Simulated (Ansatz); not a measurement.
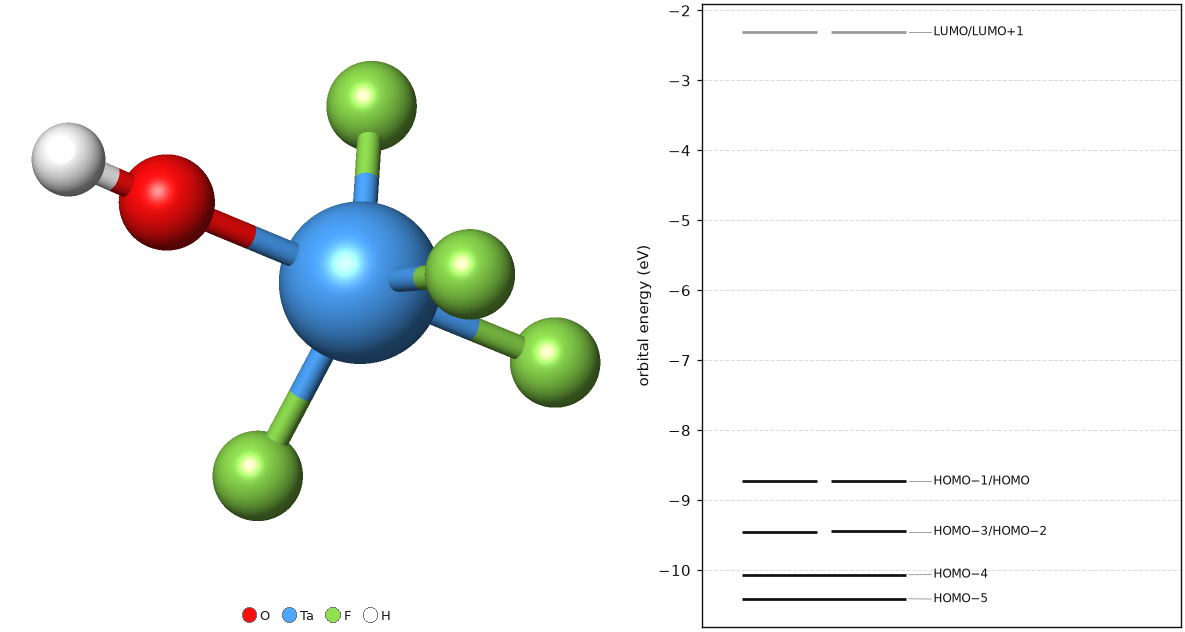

TaHOF₄, SMILES [OH][Ta]([F])([F])([F])[F], singlet. Kohn-Sham orbital energies near the frontier, revPBE/def2-TZVPP in the Ansatz code, at a PBE0-D4/def2-TZVP geometry (a minimum by its frequencies), isolated molecule; empty levels in grey, levels within 0.03 eV side by side.

Where do the frontier orbitals lie?

Answer. HOMO at −8.72 eV, LUMO at −2.31 eV, 6.41 eV apart.

List the levels.

Answer.
```
orbital  energy (eV)
 LUMO+1        −2.31
   LUMO        −2.31
   HOMO        −8.72
 HOMO−1        −8.73
 HOMO−2        −9.44
 HOMO−3        −9.45
 HOMO−4       −10.07
 HOMO−5       −10.41
```

Known limits of this run: core potentials past krypton; spin-orbit coupling is left out, and with Ta it can shift these levels and split any degenerate set.
